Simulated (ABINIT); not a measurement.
# Quasiparticle gap of Cl (Cmce) in ABINIT, part 2 of 3

Aim: the G0W0 gap of Cl (Cmce) on PBE, step by step.

ABINIT 10.8.3; PBE and many-body steps on it, plane waves. Known limits of the many-body steps: not at the basis limit; coarse k mesh.

So far. Step 2 (Ground state): The gap is indirect, with the least direct gap 0.06 eV higher.

**3. Bands along the symmetry lines**

Level of this step: DFT, PBE, plane waves, norm-conserving pseudopotentials (ABINIT).

Levels along a band path, at the cheap level, show where the edges lie and whether the meshes to come will hold them.

The input, run.abi:

```
acell 3*1.0 Angstrom
rprim 
  3.145000000000 -2.250000000000 0.000000000000
  3.145000000000 2.250000000000 0.000000000000
  0.000000000000 0.000000000000 8.210000000000
ntypat 1
znucl 17
natom 4
typat 1 1 1 1
xred 
  0.870000000000 0.130000000000 0.100000000000
  0.630000000000 0.370000000000 0.600000000000
  0.130000000000 0.870000000000 0.900000000000
  0.370000000000 0.630000000000 0.400000000000
pp_dirpath "pseudos"
pseudos "Cl.upf"
ecut 25
iscf -2
irdden 1
kptopt 0
nkpt 92
kpt 
  0.00000000 0.00000000 0.00000000
  0.06250000 0.06250000 0.00000000
  0.12500000 0.12500000 0.00000000
  0.18750000 0.18750000 0.00000000
  0.25000000 0.25000000 0.00000000
  0.31250000 0.31250000 0.00000000
  0.37500000 0.37500000 0.00000000
  0.43750000 0.43750000 0.00000000
  0.50000000 0.50000000 0.00000000
  0.48474461 0.51525539 0.00000000
  0.46948923 0.53051077 0.00000000
  0.45423384 0.54576616 0.00000000
  0.43897845 0.56102155 0.00000000
  0.42372307 0.57627693 0.00000000
  0.40846768 0.59153232 0.00000000
  0.39321230 0.60678770 0.00000000
  0.37795691 0.62204309 0.00000000
  -0.37795691 0.37795691 0.00000000
  -0.33071230 0.33071230 0.00000000
  -0.28346768 0.28346768 0.00000000
  -0.23622307 0.23622307 0.00000000
  -0.18897845 0.18897845 0.00000000
  -0.14173384 0.14173384 0.00000000
  -0.09448923 0.09448923 0.00000000
  -0.04724461 0.04724461 0.00000000
  0.00000000 0.00000000 0.00000000
  0.00000000 0.00000000 0.06250000
  0.00000000 0.00000000 0.12500000
  0.00000000 0.00000000 0.18750000
  0.00000000 0.00000000 0.25000000
  0.00000000 0.00000000 0.31250000
  0.00000000 0.00000000 0.37500000
  0.00000000 0.00000000 0.43750000
  0.00000000 0.00000000 0.50000000
  -0.04724461 0.04724461 0.50000000
  -0.09448923 0.09448923 0.50000000
  -0.14173384 0.14173384 0.50000000
  -0.18897845 0.18897845 0.50000000
  -0.23622307 0.23622307 0.50000000
  -0.28346768 0.28346768 0.50000000
  -0.33071230 0.33071230 0.50000000
  -0.37795691 0.37795691 0.50000000
  0.37795691 0.62204309 0.50000000
  0.39321230 0.60678770 0.50000000
  0.40846768 0.59153232 0.50000000
  0.42372307 0.57627693 0.50000000
  0.43897845 0.56102155 0.50000000
  0.45423384 0.54576616 0.50000000
  0.46948923 0.53051077 0.50000000
  0.48474461 0.51525539 0.50000000
  0.50000000 0.50000000 0.50000000
  0.50000000 0.50000000 0.43750000
  0.50000000 0.50000000 0.37500000
  0.50000000 0.50000000 0.31250000
  0.50000000 0.50000000 0.25000000
  0.50000000 0.50000000 0.18750000
  0.50000000 0.50000000 0.12500000
  0.50000000 0.50000000 0.06250000
  0.50000000 0.50000000 0.00000000
  0.00000000 0.00000000 0.00000000
  0.00000000 0.06250000 0.00000000
  0.00000000 0.12500000 0.00000000
  0.00000000 0.18750000 0.00000000
  0.00000000 0.25000000 0.00000000
  0.00000000 0.31250000 0.00000000
  0.00000000 0.37500000 0.00000000
  0.00000000 0.43750000 0.00000000
  0.00000000 0.50000000 0.00000000
  0.00000000 0.50000000 0.06250000
  0.00000000 0.50000000 0.12500000
  0.00000000 0.50000000 0.18750000
  0.00000000 0.50000000 0.25000000
  0.00000000 0.50000000 0.31250000
  0.00000000 0.50000000 0.37500000
  0.00000000 0.50000000 0.43750000
  0.00000000 0.50000000 0.50000000
  0.00000000 0.43750000 0.50000000
  0.00000000 0.37500000 0.50000000
  0.00000000 0.31250000 0.50000000
  0.00000000 0.25000000 0.50000000
  0.00000000 0.18750000 0.50000000
  0.00000000 0.12500000 0.50000000
  0.00000000 0.06250000 0.50000000
  0.00000000 0.00000000 0.50000000
  0.06250000 0.06250000 0.50000000
  0.12500000 0.12500000 0.50000000
  0.18750000 0.18750000 0.50000000
  0.25000000 0.25000000 0.50000000
  0.31250000 0.31250000 0.50000000
  0.37500000 0.37500000 0.50000000
  0.43750000 0.43750000 0.50000000
  0.50000000 0.50000000 0.50000000
istwfk *1
nband 21
nbdbuf 2
tolwfr 1e-08
nstep 40
prtwf 0
prtvol 0
indata_prefix "in"
outdata_prefix "out"
tmpdata_prefix "tmp"
```

Run with:

```
$ OMP_NUM_THREADS=1 mpirun -n 8 abinit run.abi > log
```

Numbers of over 12 decimals in the logs are rounded to 6 here.

The program printed:

```text
.Version 10.8.3 of ABINIT. v10.8.2 released Aug 2026.

 Symmetries : space group Cm c a (# 64); Bravais oC (1-face-center ortho.)
[... echo of the input left out ...]
== DATASET  1 ==================================================================
-   mpi_nproc: 8, omp_nthreads: 1 (-1 if OMP is not activated)

--- !DatasetInfo
iteration_state: {dtset: 1, }
dimensions: {natom: 4, nkpt: 92, mband: 21, nsppol: 1, nspinor: 1, nspden: 1, mpw: 4726, }
cutoff_energies: {ecut:  25.0, pawecutdg:  -1.0, }
electrons: {nelect:   2.80000000E+01, charge:   0.00000000E+00, occopt:   1.00000000E+00, tsmear:   1.00000000E-02, }

 Real(R)+Recip(G) space primitive vectors, cartesian coordinates (Bohr,Bohr^-1):
 R(1)=  5.9431887 -4.2518838  0.0000000  G(1)=  0.0841299 -0.1175949  0.0000000
 R(2)=  5.9431887  4.2518838  0.0000000  G(2)=  0.0841299  0.1175949  0.0000000
 R(3)=  0.0000000  0.0000000 15.5146515  G(3)=  0.0000000  0.0000000  0.0644552
 Unit cell volume ucvol=  7.8410265E+02 bohr^3
 Angles (23,13,12)=  9.00000000E+01  9.00000000E+01  7.11614758E+01 degrees

 getcut: wavevector=  0.0000  0.0000  0.0000  ngfft=  36  36  72
         ecut(hartree)=     25.000   => boxcut(ratio)=   2.06184

--- Pseudopotential description ------------------------------------------------
- Cl Generated using ONCVPSP code by D. R. Hamann
- 17.00000   7.00000  171031                  znucl, zion, pspdat
12 -101130 2 -1 1028                          pspcod,pspxc,lmax,lloc,mmax
     nproj     2     2     2
  pspatm : epsatm=    9.12776517
         --- l  ekb(1:nproj) -->
             0    8.139296    0.698720
             1    3.821713    1.107519
             2   -2.938609   -0.805455
 pspatm: atomic psp has been read  and splines computed

--------------------------------------------------------------------------------

================================================================================
 prteigrs : about to open file out_EIG
 Non-SCF case, kpt    1 (  0.00000  0.00000  0.00000), residuals and eigenvalues=
  9.10E-09  4.36E-09  3.03E-09  2.84E-09  2.33E-09  3.46E-09  6.47E-09  4.11E-09
  2.64E-09  3.58E-09  8.63E-09  6.28E-09  3.92E-09  5.99E-09  2.47E-09  8.22E-09
  9.45E-09  7.05E-09  9.02E-09  1.59E-05  1.13E-05
 -6.4091E-01 -6.3353E-01 -4.9406E-01 -4.7435E-01 -2.2600E-01 -1.9657E-01
 -1.2661E-01 -1.2203E-01 -1.0941E-01 -1.0909E-01 -5.6008E-02 -4.5071E-02
 -3.5652E-02 -3.2335E-02  6.0461E-02  8.1125E-02  2.2390E-01  2.4601E-01
[...]
Non-SCF case, kpt    2 (  0.06250  0.06250  0.00000), residuals and eigenvalues=
  8.20E-09  9.68E-09  3.71E-09  9.17E-09  7.66E-09  2.11E-09  3.67E-09  3.61E-09
[...]
5.04E-09  8.87E-09  9.11E-09  2.42E-05  3.23E-05
[...]
Non-SCF case, kpt    3 (  0.12500  0.12500  0.00000), residuals and eigenvalues=
[...]
2.71E-09  8.35E-09  2.97E-09  8.64E-06  3.91E-04
[...]
Non-SCF case, kpt   91 (  0.43750  0.43750  0.50000), residuals and eigenvalues=
[...]
Non-SCF case, kpt   92 (  0.50000  0.50000  0.50000), residuals and eigenvalues=
[...]
-1.6293E-01 -1.6293E-01 -1.3168E-01 -1.3168E-01 -5.6040E-02 -5.6040E-02
 -4.7061E-02 -4.7061E-02  6.4366E-02  6.4366E-02  2.9807E-01  2.9807E-01
[...]
--- !ResultsGS
iteration_state: {dtset: 1, }
comment   : Summary of ground state results
lattice_vectors:
- [  5.9431887,  -4.2518838,   0.0000000, ]
- [  5.9431887,   4.2518838,   0.0000000, ]
- [  0.0000000,   0.0000000,  15.5146515, ]
lattice_lengths: [   7.30753,    7.30753,   15.51465, ]
lattice_angles: [ 90.000,  90.000,  71.161, ] # degrees, (23, 13, 12)
lattice_volume:   7.8410265E+02
convergence: {deltae:  0.000E+00, res2:  0.000E+00, residm:  9.980E-09, diffor:  0.000E+00, }
etotal    :  -6.55896272E+01
entropy   :   0.00000000E+00
fermie    :  -3.02756789E-02
cartesian_stress_tensor: null
pressure_GPa: null
xred      :
- [  8.7000E-01,   1.3000E-01,   1.0000E-01, Cl]
- [  6.3000E-01,   3.7000E-01,   6.0000E-01, Cl]
- [  1.3000E-01,   8.7000E-01,   9.0000E-01, Cl]
- [  3.7000E-01,   6.3000E-01,   4.0000E-01, Cl]
cartesian_forces: null
force_length_stats: {min: null, max: null, mean: null, }

 Integrated electronic density in atomic spheres:
 ------------------------------------------------
 Atom  Sphere_radius  Integrated_density
[...]
================================================================================

 ----iterations are completed or convergence reached----

 Mean square residual over all n,k,spin=   54.933E-10; max=  99.800E-10
 reduced coordinates (array xred) for    4 atoms
[...]
0.130000000000      0.870000000000      0.900000000000
       0.370000000000      0.630000000000      0.400000000000

 cartesian coordinates (angstrom) at end:
    1      3.145000    -1.665000     0.821000
    2      3.145000    -0.585000     4.926000
    3      3.145000     1.665000     7.389000
    4      3.145000     0.585000     3.284000
 length scales=  1.889726125908  1.889726125908  1.889726125908 bohr
              =  1.000000000000  1.000000000000  1.000000000000 angstroms
 prteigrs : about to open file out_EIG
 Eigenvalues (hartree) for nkpt=  92  k points:
 kpt#   1, nband= 21, wtk=  1.00000, kpt=  0.0000  0.0000  0.0000 (reduced coord)
[...]
kpt#   2, nband= 21, wtk=  1.00000, kpt=  0.0625  0.0625  0.0000 (reduced coord)
[...]
kpt#   3, nband= 21, wtk=  1.00000, kpt=  0.1250  0.1250  0.0000 (reduced coord)
[...]
kpt#  91, nband= 21, wtk=  1.00000, kpt=  0.4375  0.4375  0.5000 (reduced coord)
[...]
0.29925    0.29925    0.33074    0.33075    0.34904
 kpt#  92, nband= 21, wtk=  1.00000, kpt=  0.5000  0.5000  0.5000 (reduced coord)
  -0.62997   -0.62997   -0.48167   -0.48167   -0.21248   -0.21248   -0.16293   -0.16293
  -0.13168   -0.13168   -0.05604   -0.05604   -0.04706   -0.04706    0.06437    0.06437
   0.29807    0.29807    0.33103    0.33104    0.34782

== END DATASET(S) ==============================================================
================================================================================

 -outvars: echo values of variables after computation  --------
            nband          21
             nkpt          92
          spgroup          64
 [... the other variables as echoed above ...]

 Calculation completed.
```

Wall time 18 s (8 MPI ranks of Intel Xeon Platinum 8488C (Sapphire Rapids), shared host); peak memory 0.69 GiB.

Numbers from this step:

```yaml
gap: 2.457 eV
k_of_the_valence_top: 0.5, 0.5, 0
k_of_the_conduction_bottom: -0.0945, 0.0945, 0
least_direct_gap: 2.515 eV
```

The gap is 2.457 eV, −0.012 eV from the run before at this level.

The electronic bands at the labelled points (eV, zero at the top of the highest filled band):

```tsv
point	band 11	band 12	band 13	band 14	band 15	band 16	band 17	band 18
Γ	-0.70	-0.40	-0.15	-0.06	2.47	3.03	6.92	7.52
Y	-0.96	-0.89	-0.36	0.00	2.55	2.74	8.58	8.67
F0	-0.84	-0.66	-0.21	-0.01	2.60	2.78	8.52	9.16
jump to Δ0	-0.84	-0.66	-0.21	-0.01	2.60	2.78	8.52	9.16
Γ	-0.70	-0.40	-0.15	-0.06	2.47	3.03	6.92	7.52
Z	-0.64	-0.64	-0.10	-0.10	2.67	2.67	7.46	7.46
B0	-0.41	-0.41	-0.40	-0.40	2.68	2.68	9.21	9.21
jump to G0	-0.41	-0.41	-0.40	-0.40	2.68	2.68	9.21	9.21
T	-0.70	-0.70	-0.46	-0.46	2.58	2.58	8.93	8.93
Y	-0.96	-0.89	-0.36	0.00	2.55	2.74	8.58	8.67
jump to Γ	-0.70	-0.40	-0.15	-0.06	2.47	3.03	6.92	7.52
S	-0.51	-0.51	-0.15	-0.15	2.85	2.85	8.30	8.30
R	-0.43	-0.43	0.00	0.00	2.75	2.75	8.52	8.52
Z	-0.64	-0.64	-0.10	-0.10	2.67	2.67	7.46	7.46
T	-0.70	-0.70	-0.46	-0.46	2.58	2.58	8.93	8.93
```

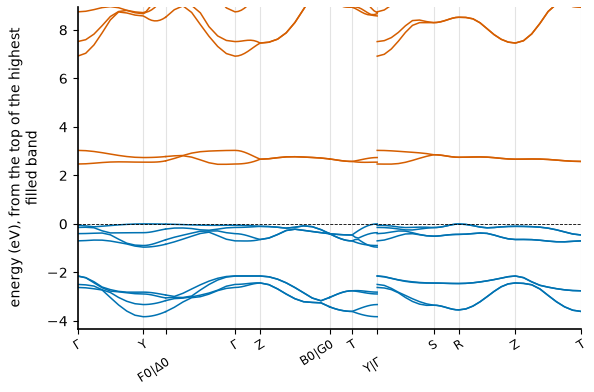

Electronic bands along the path; lines of filled and empty bands in two colours.

**4. Empty states on the mesh, 4×4×2 mesh, 111 bands**

The sums over transitions need many empty states on a uniform mesh; this step solves for them.

The input, run.abi:

```
acell 3*1.0 Angstrom
rprim 
  3.145000000000 -2.250000000000 0.000000000000
  3.145000000000 2.250000000000 0.000000000000
  0.000000000000 0.000000000000 8.210000000000
ntypat 1
znucl 17
natom 4
typat 1 1 1 1
xred 
  0.870000000000 0.130000000000 0.100000000000
  0.630000000000 0.370000000000 0.600000000000
  0.130000000000 0.870000000000 0.900000000000
  0.370000000000 0.630000000000 0.400000000000
pp_dirpath "pseudos"
pseudos "Cl.upf"
ecut 25
ngkpt 4 4 2
nshiftk 1
shiftk 0 0 0
kptopt 1
chksymbreak 0
iscf -2
irdden 1
istwfk *1
nband 111
nbdbuf 10
tolwfr 1e-09
nstep 60
prtvol 0
indata_prefix "in"
outdata_prefix "out"
tmpdata_prefix "tmp"
```

The program printed:

```text
.Version 10.8.3 of ABINIT. v10.8.2 released Aug 2026.

 Symmetries : space group Cm c a (# 64); Bravais oC (1-face-center ortho.)
[... echo of the input left out ...]
== DATASET  1 ==================================================================
-   mpi_nproc: 8, omp_nthreads: 1 (-1 if OMP is not activated)

--- !DatasetInfo
iteration_state: {dtset: 1, }
dimensions: {natom: 4, nkpt: 14, mband: 111, nsppol: 1, nspinor: 1, nspden: 1, mpw: 4726, }
cutoff_energies: {ecut:  25.0, pawecutdg:  -1.0, }
electrons: {nelect:   2.80000000E+01, charge:   0.00000000E+00, occopt:   1.00000000E+00, tsmear:   1.00000000E-02, }

 Real(R)+Recip(G) space primitive vectors, cartesian coordinates (Bohr,Bohr^-1):
 R(1)=  5.9431887 -4.2518838  0.0000000  G(1)=  0.0841299 -0.1175949  0.0000000
 R(2)=  5.9431887  4.2518838  0.0000000  G(2)=  0.0841299  0.1175949  0.0000000
 R(3)=  0.0000000  0.0000000 15.5146515  G(3)=  0.0000000  0.0000000  0.0644552
 Unit cell volume ucvol=  7.8410265E+02 bohr^3
 Angles (23,13,12)=  9.00000000E+01  9.00000000E+01  7.11614758E+01 degrees

 getcut: wavevector=  0.0000  0.0000  0.0000  ngfft=  36  36  72
         ecut(hartree)=     25.000   => boxcut(ratio)=   2.06184

--- Pseudopotential description ------------------------------------------------
- Cl Generated using ONCVPSP code by D. R. Hamann
- 17.00000   7.00000  171031                  znucl, zion, pspdat
12 -101130 2 -1 1028                          pspcod,pspxc,lmax,lloc,mmax
     nproj     2     2     2
  pspatm : epsatm=    9.12776517
         --- l  ekb(1:nproj) -->
             0    8.139296    0.698720
             1    3.821713    1.107519
             2   -2.938609   -0.805455
 pspatm: atomic psp has been read  and splines computed

--------------------------------------------------------------------------------

================================================================================
 prteigrs : about to open file out_EIG
 Non-SCF case, kpt    1 (  0.00000  0.00000  0.00000), residuals and eigenvalues=
  9.51E-11  2.00E-10  1.90E-10  1.32E-10  2.30E-10  2.26E-10  2.02E-10  3.20E-10
  1.86E-10  2.96E-10  2.16E-10  2.88E-10  4.43E-10  2.40E-10  3.89E-10  4.08E-10
  3.17E-11  1.21E-10  6.69E-11  1.24E-10  9.34E-11  5.35E-10  2.16E-10  1.89E-10
[...]
1.62E-08  1.27E-08  4.82E-07  4.48E-07  6.42E-06  6.97E-06  2.20E-04
 -6.4091E-01 -6.3353E-01 -4.9406E-01 -4.7435E-01 -2.2600E-01 -1.9657E-01
 -1.2661E-01 -1.2203E-01 -1.0941E-01 -1.0909E-01 -5.6008E-02 -4.5071E-02
 -3.5652E-02 -3.2335E-02  6.0461E-02  8.1125E-02  2.2390E-01  2.4601E-01
[...]
1.5890E+00  1.5900E+00  1.5990E+00  1.5992E+00  1.6004E+00  1.6006E+00
  1.6368E+00  1.6396E+00  1.6431E+00  1.6524E+00  1.6789E+00  1.6837E+00
[...]
prteigrs : prtvol=0 or 1, do not print more k-points.

--- !ResultsGS
iteration_state: {dtset: 1, }
comment   : Summary of ground state results
lattice_vectors:
- [  5.9431887,  -4.2518838,   0.0000000, ]
- [  5.9431887,   4.2518838,   0.0000000, ]
- [  0.0000000,   0.0000000,  15.5146515, ]
lattice_lengths: [   7.30753,    7.30753,   15.51465, ]
lattice_angles: [ 90.000,  90.000,  71.161, ] # degrees, (23, 13, 12)
lattice_volume:   7.8410265E+02
convergence: {deltae:  0.000E+00, res2:  0.000E+00, residm:  9.948E-10, diffor:  0.000E+00, }
etotal    :  -6.55896272E+01
entropy   :   0.00000000E+00
fermie    :  -3.02756789E-02
cartesian_stress_tensor: null
pressure_GPa: null
xred      :
- [  8.7000E-01,   1.3000E-01,   1.0000E-01, Cl]
- [  6.3000E-01,   3.7000E-01,   6.0000E-01, Cl]
- [  1.3000E-01,   8.7000E-01,   9.0000E-01, Cl]
- [  3.7000E-01,   6.3000E-01,   4.0000E-01, Cl]
cartesian_forces: null
force_length_stats: {min: null, max: null, mean: null, }

 Integrated electronic density in atomic spheres:
 ------------------------------------------------
 Atom  Sphere_radius  Integrated_density
[...]
================================================================================

 ----iterations are completed or convergence reached----

 Mean square residual over all n,k,spin=   39.577E-11; max=  99.478E-11
 reduced coordinates (array xred) for    4 atoms
[...]
0.130000000000      0.870000000000      0.900000000000
       0.370000000000      0.630000000000      0.400000000000

 cartesian coordinates (angstrom) at end:
    1      3.145000    -1.665000     0.821000
    2      3.145000    -0.585000     4.926000
    3      3.145000     1.665000     7.389000
    4      3.145000     0.585000     3.284000
 length scales=  1.889726125908  1.889726125908  1.889726125908 bohr
              =  1.000000000000  1.000000000000  1.000000000000 angstroms
 prteigrs : about to open file out_EIG
 Eigenvalues (hartree) for nkpt=  14  k points:
 kpt#   1, nband=111, wtk=  0.03125, kpt=  0.0000  0.0000  0.0000 (reduced coord)
[...]
1.48100    1.53866    1.54060    1.54433    1.55707    1.56311    1.56991    1.57106
   1.58904    1.58996    1.59901    1.59923    1.60042    1.60063    1.63677    1.63964
   1.64306    1.65242    1.67894    1.68372    1.70064    1.70793    1.71910
 prteigrs : prtvol=0 or 1, do not print more k-points.

== END DATASET(S) ==============================================================
================================================================================

 -outvars: echo values of variables after computation  --------
            nband         111
             nkpt          14
          spgroup          64
 [... the other variables as echoed above ...]

 Calculation completed.
```

It took 31 s on 8 MPI ranks; peak memory 0.71 GiB; 4.2 min of CPU time.

Numbers from this step:

```yaml
gap: 2.469 eV
k_of_the_valence_top: 0.5, 0.5, 0
k_of_the_conduction_bottom: 0, 0, 0
least_direct_gap: 2.525 eV
k_points_computed: 14
lowest_point_of_the_top_converged_band_above_the_valence_top: 43.76 eV
```

On this mesh the gap is 2.469 eV.

(Part 2 of 3 ends here.)

[Paths, hosts, dates, memory and timing lines, banners, echoed tables and standing remarks are left out of the program output.]

[Logs are printed without paths, hosts, clocks, repeated set-up lines and the standing remarks that a program may print on its own settings, such as how far it seeks lower states.]

[Runs of the session that timed out or met a known fault of the program may be left out.]

[Hosts, paths, dates, database ids (printed as entryN), source tags and the programs' standing remarks are cut or masked in the printed files.]

[G0W0 gaps are taken among the corrected bands and points alone; a level outside them can change the order at an edge.]

[Where Ansatz stands beside ABINIT at settings called matched, ABINIT's density can come from a denser mesh and the files from another edition; pairs whose starting gaps differed by over 0.03 eV were left out, so agreement reads better than it is.]
